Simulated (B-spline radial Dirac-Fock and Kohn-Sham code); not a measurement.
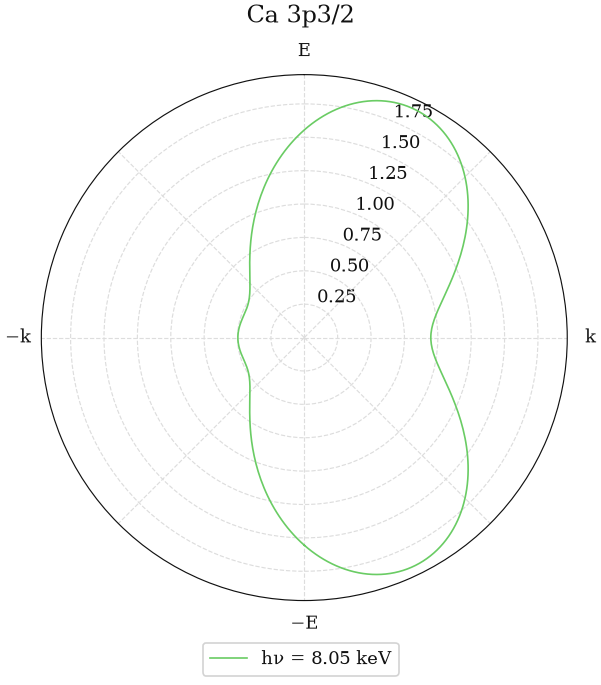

Angular distribution of photoelectrons from M3 (3p3/2) in the plane of the polarisation E (up) and the photon direction k (right), relative to an isotropic one. The figure is for neutral Ca. The calculation used a Dirac–Hartree–Slater potential; 1 + βP₂(cos θ) + (δ + γ cos²θ) sin θ cos φ with E1 and E1–E2 terms (a radial B-spline solver).

What are β, γ and δ at 8.05 keV?

β = 0.555, γ = 1.143, δ = 0.225.
